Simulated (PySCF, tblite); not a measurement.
# cyclobutanecarboxylic acid (C₅H₈O₂): dynamics, then NMR shifts on frames, part 1 of 2

How do NMR shifts of cyclobutanecarboxylic acid (C₅H₈O₂) (`O=C(O)C1CCC1`) change as the atoms move?

Programs: tblite 0.8.0 and PySCF 2.14.0, with density-fitted response routines of our own. Each step states its level of theory. These are calculated values for one molecule in the gas phase, unless marked as measured. Atoms count from 0, in the outputs and in this text.

### Step 1. The starting structure

15 atoms, charge 0, multiplicity 1; geometry from: GFN2-xTB.

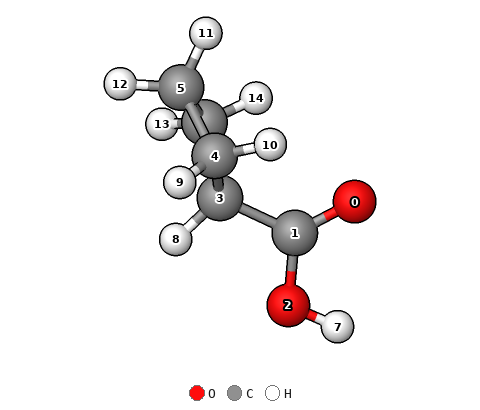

The starting geometry (oxygen red, carbon grey, hydrogen white), atoms numbered.

### Step 2. Thermal motion with GFN2-xTB

The job: settings as JSON, then the geometry in Å.

```
{"job": {"kind": "md", "xc": "GFN2-xTB", "basis": "xTB", "temperature": 300, "steps": 2000, "every": 50, "frames": 5}, "charge": 0, "multiplicity": 1}
O      1.546615     0.631106     1.579935
C      1.572156     0.043749     0.531198
O      2.709076    -0.433545     0.003208
C      0.382459    -0.246135    -0.334399
C     -0.818137    -0.894861     0.388218
C     -1.750097     0.155376    -0.229884
C     -0.518004     0.968576    -0.647232
H      3.461883    -0.232759     0.581971
H      0.703614    -0.790554    -1.221281
H     -1.013377    -1.933447     0.132258
H     -0.730775    -0.794155     1.468019
H     -2.437900     0.645750     0.454317
H     -2.308359    -0.228061    -1.081324
H     -0.489736     1.320643    -1.675560
H     -0.313834     1.796307     0.028645
```

Method: GFN2-xTB Langevin dynamics, gas phase.

Launch:

```bash
$ OMP_NUM_THREADS=1 python probes_run.py task.json out
```

One launch serves the whole session: the jobs run in the order shown.

Standard output:

```text
t/fs     T/K      E/eV
    0.0   239.3   -623.53796
   25.0   140.8   -623.13904
   50.0   236.9   -623.14389
   75.0   179.6   -622.99591
  100.0   220.8   -623.04167
  125.0   234.2   -623.12187
  150.0   257.0   -623.31074
  175.0   159.8   -623.08188
  200.0   271.2   -623.24690
  225.0   211.5   -623.00258
  250.0   230.9   -623.07025
  275.0   240.3   -623.09414
  300.0   308.2   -623.09902
  325.0   383.5   -623.13546
  350.0   363.1   -623.04265
  375.0   376.7   -623.02085
  400.0   331.8   -622.97670
  425.0   365.5   -623.25011
  450.0   204.0   -622.95108
  475.0   308.9   -623.12251
  500.0   278.8   -623.19037
  525.0   294.8   -623.08899
  550.0   264.5   -622.99864
  575.0   312.6   -623.14121
  600.0   269.1   -623.08867
  625.0   303.8   -623.19268
  650.0   261.7   -622.99326
  675.0   380.3   -623.13181
  700.0   378.9   -623.00484
  725.0   307.5   -623.12530
  750.0   304.5   -623.01370
  775.0   319.2   -622.99378
  800.0   284.0   -622.89149
  825.0   292.0   -622.96153
  850.0   269.5   -622.98589
  875.0   289.1   -622.88579
  900.0   311.7   -622.78494
  925.0   398.1   -623.05037
  950.0   237.8   -622.79045
  975.0   331.0   -622.98188
 1000.0   236.8   -622.92274
```

Wall time 31 s (1 thread of Intel Xeon at 2.50GHz, shared host).

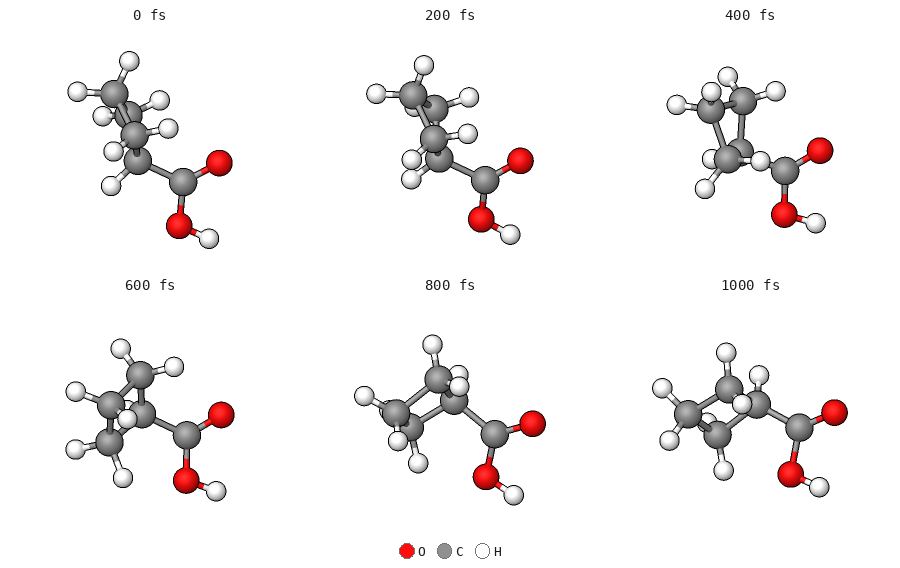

Frames of the run.

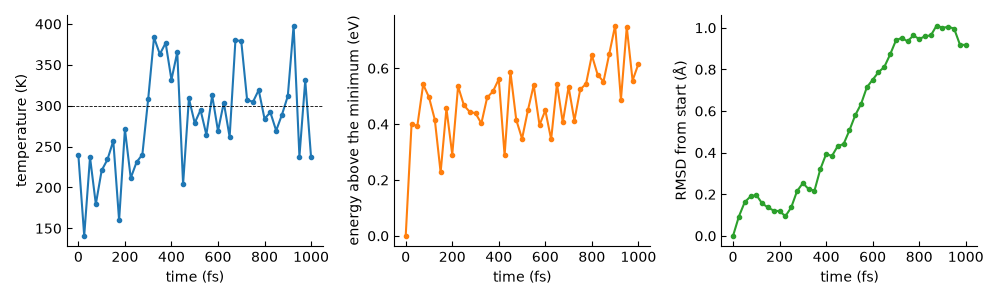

Temperature, potential energy and distance from the start.

Positions (Å) and forces (eV/Å) at 1000 fs:

```xyz
15

O     0.878    0.658    2.509    0.097    0.051    0.051
C     0.967    0.413    1.343    1.099   -0.984   -1.118
O     2.002   -0.363    0.808   -0.144    0.464    3.145
C     0.038    0.682    0.239   -0.840   -0.451   -0.084
C     0.472    0.208   -1.161   -1.757    0.747    0.354
C    -0.840   -0.569   -1.241   -0.997   -2.231   -0.033
C    -1.198   -0.312    0.260    1.319    0.843   -1.301
H     2.487   -0.634    1.647   -0.132    0.112   -1.346
H    -0.360    1.668    0.157    0.020    0.836    0.483
H     0.451    1.051   -1.814    0.357    0.532   -0.765
H     1.400   -0.303   -1.227    0.285   -0.577   -0.073
H    -0.713   -1.656   -1.556   -0.151    1.090    0.604
H    -1.685   -0.203   -1.843    0.758    0.288   -0.201
H    -2.147    0.177    0.452    0.009   -0.065   -0.065
H    -1.059   -1.127    0.930    0.078   -0.657    0.348
```

### Step 3. Nuclear shieldings: 250 fs, PBE0/pcSseg-1

The job: settings as JSON, then the geometry in Å.

```
{"job": {"kind": "nmr", "xc": "PBE0", "basis": "pcSseg-1", "pop": false}, "charge": 0, "multiplicity": 1}
O      1.240200     0.644600     1.476200
C      1.249400     0.176400     0.343400
O      2.454000    -0.235300    -0.243100
C      0.074500    -0.088700    -0.522400
C     -0.969300    -0.957300     0.161700
C     -2.079400     0.011200    -0.113800
C     -1.037600     1.054700    -0.562400
H      3.165300    -0.209100     0.425600
H      0.475800    -0.342000    -1.512300
H     -1.048800    -1.932900    -0.390600
H     -0.714900    -1.134300     1.227000
H     -2.682400     0.478100     0.693700
H     -2.675800    -0.280300    -0.975600
H     -1.128600     1.620200    -1.474400
H     -0.721900     1.702700     0.314000
```

Level: GIAO PBE0/pcSseg-1 NMR shielding, non-relativistic, gas phase.

Standard output:

```text
coarse grid: 12568 points
cycle   1  E = -345.1162362616  dE =  1.028e+00  |g| = 9.286e-01  |ddm| = 3.419e+00
cycle   2  E = -344.7566932647  dE =  3.595e-01  |g| = 1.680e+00  |ddm| = 1.750e+00
cycle   3  E = -345.2640216886  dE = -5.073e-01  |g| = 2.943e-01  |ddm| = 1.285e+00
cycle   4  E = -345.2796255333  dE = -1.560e-02  |g| = 8.512e-02  |ddm| = 2.356e-01
cycle   5  E = -345.2807608369  dE = -1.135e-03  |g| = 2.357e-02  |ddm| = 5.987e-02
cycle   6  E = -345.2808816573  dE = -1.208e-04  |g| = 6.344e-03  |ddm| = 2.311e-02
cycle   7  E = -345.2808898798  dE = -8.222e-06  |g| = 1.615e-03  |ddm| = 5.599e-03
final grid: 121432 points
cycle   8  E = -345.3440708442  dE = -1.671e-05  |g| = 1.380e-02  |ddm| = 3.112e-02
cycle   9  E = -345.3440000997  dE =  7.074e-05  |g| = 2.371e-02  |ddm| = 2.542e-02
cycle  10  E = -345.3441071608  dE = -1.071e-04  |g| = 2.876e-03  |ddm| = 1.650e-02
cycle  11  E = -345.3441087404  dE = -1.580e-06  |g| = 3.180e-04  |ddm| = 1.983e-03
cycle  12  E = -345.3441087533  dE = -1.290e-08  |g| = 1.672e-04  |ddm| = 2.774e-04
cycle  13  E = -345.3441087590  dE = -5.775e-09  |g| = 2.668e-05  |ddm| = 1.288e-04
cycle  14  E = -345.3441087592  dE = -1.471e-10  |g| = 5.247e-06  |ddm| = 2.443e-05
converged SCF energy = -345.3441087592

GIAO shielding tensors (ppm)
atom      isotropic    diamagn.    paramagn.     s11        s22        s33       span
  0 O     -113.601     403.175    -516.777   -339.143   -282.302    280.640    619.783
  1 C       -9.054     250.006    -259.061   -125.656     37.275     61.218    186.874
  2 O       95.572     391.625    -296.053    -75.477    110.605    251.587    327.064
  3 C      149.003     250.900    -101.898    128.859    153.447    164.702     35.843
  4 C      158.976     246.933     -87.957    147.069    154.619    175.240     28.171
  5 C      168.789     250.729     -81.940    155.041    171.476    179.851     24.810
  6 C      153.693     251.543     -97.851    144.526    148.271    168.281     23.754
  7 H       25.396      30.242      -4.846     19.702     22.920     33.566     13.864
  8 H       28.292      32.031      -3.739     23.852     28.413     32.611      8.759
  9 H       28.192      28.781      -0.589     24.449     26.108     34.018      9.569
 10 H       28.720      29.387      -0.666     25.558     27.974     32.628      7.070
 11 H       28.811      28.216       0.595     24.536     26.595     35.301     10.765
 12 H       29.404      29.488      -0.084     26.537     26.925     34.751      8.214
 13 H       29.458      31.006      -1.548     26.139     26.989     35.244      9.105
 14 H       27.744      30.277      -2.533     25.243     27.209     30.780      5.537
```

Run time: 48 s. Hardware: 1 thread of Intel Xeon at 2.50GHz, shared host; peak memory 0.73 GiB.

Shifts follow as δ = σ(reference) − σ, with reference shieldings (ppm) from runs at the same level and on the same kind of geometry: 1H TMS 31.72, 13C TMS 186.9, 17O H2O 336.1. The references are single molecules in the gas phase, so shifts against H2O, NH3, PH3, H3PO4 or CFCl3 are not on the usual liquid scales and can be off by tens of ppm. Each atom is listed at this fixed geometry, with no averaging over motion; a spectrum would average atoms that exchange fast.

```csv
atoms,environment,σ (ppm),δ (ppm)
C1,carboxylic acid carbon,-9.1,196.0
C3,sp3 CH α to a carbonyl,149.0,37.9
C6,sp3 CH2 in a ring,153.7,33.2
C4,sp3 CH2 in a ring,159.0,27.9
C5,sp3 CH2 in a ring,168.8,18.1
H7,hydrogen on an acid hydroxyl oxygen,25.40,6.32
H14,hydrogen on an sp3 CH2 in a ring,27.74,3.97
H9,hydrogen on an sp3 CH2 in a ring,28.19,3.53
H8,hydrogen on an sp3 CH α to a carbonyl,28.29,3.42
H10,hydrogen on an sp3 CH2 in a ring,28.72,3.00
H11,hydrogen on an sp3 CH2 in a ring,28.81,2.91
H12,hydrogen on an sp3 CH2 in a ring,29.40,2.31
H13,hydrogen on an sp3 CH2 in a ring,29.46,2.26
O0,carbonyl oxygen,-113.6,449.7
O2,acid hydroxyl oxygen,95.6,240.5
```

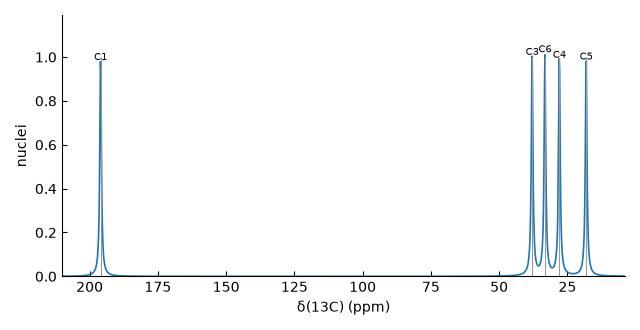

13C lines at the computed shifts, without couplings. Lines are broadened to a width of 0.71 ppm (Lorentzian).

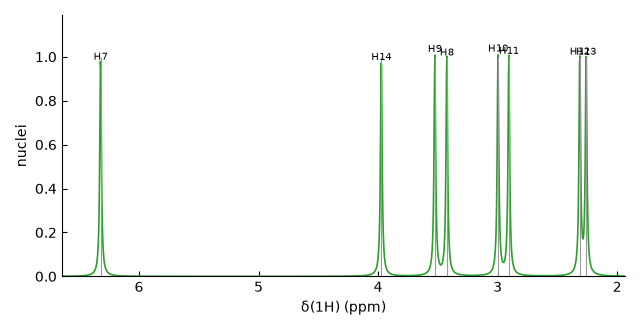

1H lines at the computed shifts, without couplings. Lines are broadened to a width of 0.02 ppm (Lorentzian).

Ring of atoms C3, C4, C5, C6: NICS(0) 0.9, NICS(1) 0.2, NICS(1)zz 4.5 ppm (means of both faces).

### Step 4. NMR shieldings: 425 fs, PBE0/pcSseg-1

The job: settings as JSON, then the geometry in Å.

```
{"job": {"kind": "nmr", "xc": "PBE0", "basis": "pcSseg-1", "pop": false}, "charge": 0, "multiplicity": 1}
O      1.107600     1.028300     1.489000
C      1.182700     0.441600     0.454700
O      2.349500    -0.009400    -0.023200
C      0.031500    -0.026800    -0.351200
C     -0.420300    -1.452800    -0.115100
C     -1.909700    -0.911000    -0.115300
C     -1.347400     0.473500     0.148400
H      3.078100     0.305900     0.563900
H      0.121700     0.253300    -1.415100
H     -0.201700    -2.188300    -0.889900
H     -0.127800    -1.824500     0.868800
H     -2.571700    -1.226200     0.731100
H     -2.442900    -1.084400    -1.059500
H     -1.880300     1.319100    -0.302200
H     -1.372800     0.669700     1.251700
```

Level: GIAO PBE0/pcSseg-1 NMR shielding, non-relativistic, gas phase.

Standard output:

```text
coarse grid: 12568 points
cycle   1  E = -345.1342963667  dE =  1.155e+00  |g| = 9.084e-01  |ddm| = 3.423e+00
cycle   2  E = -344.8579507778  dE =  2.763e-01  |g| = 1.536e+00  |ddm| = 1.731e+00
cycle   3  E = -345.2767118906  dE = -4.188e-01  |g| = 2.679e-01  |ddm| = 1.231e+00
cycle   4  E = -345.2895923789  dE = -1.288e-02  |g| = 7.006e-02  |ddm| = 2.125e-01
cycle   5  E = -345.2903620098  dE = -7.696e-04  |g| = 1.820e-02  |ddm| = 4.841e-02
cycle   6  E = -345.2904311880  dE = -6.918e-05  |g| = 5.400e-03  |ddm| = 1.870e-02
cycle   7  E = -345.2904372329  dE = -6.045e-06  |g| = 1.230e-03  |ddm| = 4.876e-03
final grid: 121432 points
cycle   8  E = -345.3533778218  dE = -2.281e-05  |g| = 1.280e-02  |ddm| = 2.881e-02
cycle   9  E = -345.3533273651  dE =  5.046e-05  |g| = 2.071e-02  |ddm| = 2.352e-02
cycle  10  E = -345.3534095148  dE = -8.215e-05  |g| = 2.518e-03  |ddm| = 1.512e-02
cycle  11  E = -345.3534107037  dE = -1.189e-06  |g| = 2.825e-04  |ddm| = 1.739e-03
cycle  12  E = -345.3534107145  dE = -1.082e-08  |g| = 1.293e-04  |ddm| = 2.391e-04
cycle  13  E = -345.3534107179  dE = -3.432e-09  |g| = 2.770e-05  |ddm| = 1.066e-04
cycle  14  E = -345.3534107181  dE = -1.511e-10  |g| = 2.583e-06  |ddm| = 2.486e-05
converged SCF energy = -345.3534107181

GIAO shielding tensors (ppm)
atom      isotropic    diamagn.    paramagn.     s11        s22        s33       span
  0 O      -92.809     402.497    -495.306   -329.255   -222.994    273.822    603.077
  1 C        9.930     248.517    -238.587    -93.634     45.685     77.739    171.373
  2 O      125.738     391.215    -265.477    -17.483    142.381    252.316    269.799
  3 C      148.676     248.865    -100.189    127.714    149.720    168.593     40.878
  4 C      157.180     246.462     -89.283    141.206    154.653    175.679     34.473
  5 C      161.742     251.411     -89.669    147.278    161.114    176.834     29.555
  6 C      158.250     247.542     -89.293    143.876    155.255    175.617     31.741
  7 H       25.361      29.149      -3.788     19.975     22.403     33.705     13.730
  8 H       28.117      30.451      -2.333     24.944     27.927     31.481      6.537
  9 H       29.228      29.344      -0.116     25.555     26.675     35.455      9.900
 10 H       29.417      29.740      -0.322     26.788     28.175     33.290      6.501
 11 H       28.871      28.659       0.213     24.472     26.527     35.615     11.142
 12 H       29.339      29.841      -0.501     26.386     27.130     34.502      8.117
 13 H       29.529      30.042      -0.513     25.770     26.858     35.960     10.190
 14 H       28.167      30.476      -2.308     25.406     27.215     31.882      6.476
```

Run time: 47 s. Hardware: 1 thread of Intel Xeon at 2.50GHz, shared host; peak memory 0.81 GiB.

In short: δ C1 177.0, C3 38.2, C4 29.7, C6 28.7, H7 6.36, H8 3.60 ppm.

(Continued in part 2 of 2.)
